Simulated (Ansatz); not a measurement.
Electronic density of states of amorphous hafnia (Hf18O35), density 9.13 g/cm³, on a 2×2×2 Γ-centred mesh with a Gaussian width of 0.1 eV; energies count from the Fermi level, whose place inside the gap is arbitrary. Cell and mesh are small, so fine structure isn't converged. The numbers are results of PBE, scalar-relativistic without spin-orbit coupling (plane waves to 420 eV, PAW; Ansatz, a quantum-chemistry and plane-wave program), not measurements. Sampling: a 2×2×2 Γ-centred mesh; Fermi-Dirac width 0.02 eV; no spin polarisation. The usual formal charges leave 2 electrons over, so the level spacing at the Fermi energy parts defect or band states and needn't be the band gap.

It comes from a melt-quench run on a machine-learned potential (CHGNet), relaxed afterwards by DFT. O atoms were pushed apart under 1.9 Å during the dynamics, to hinder bonds among them. The hot cell started wider than the set density and was brought back towards it in steps. It is the lowest in DFT energy of 2 quenches. It is a model cell: composition and starting density were chosen by hand, and all elements were melted together. No dispersion term was used. Its density started from a set value of 9.13 and ended at 9.13 g/cm³. The simulated quench (nominally 380 K/ps over its main leg) is rapid and tends to freeze in more defects than a deposited or slowly cooled glass has. Values belong to this one cell and scatter from quench to quench. The volume was held where the preparation left it and the shape relaxed, at a PBE pressure of -2.5 GPa (tension). Stress components on the final sampling reach 2.6 GPa. On a 2×2×2 Γ-centred mesh force components of up to 0.19 eV/Å stay, since the relaxation ran on the zone centre alone.

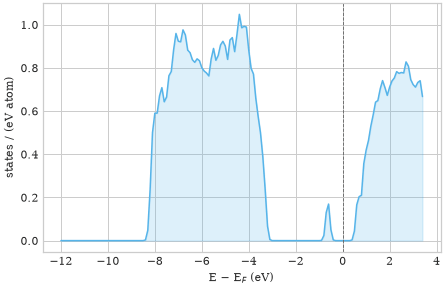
Fig. 1. Density of states per atom

The level spacing at the Fermi energy on this mesh is 1.18 eV; the broadening fills part of it in the curve.
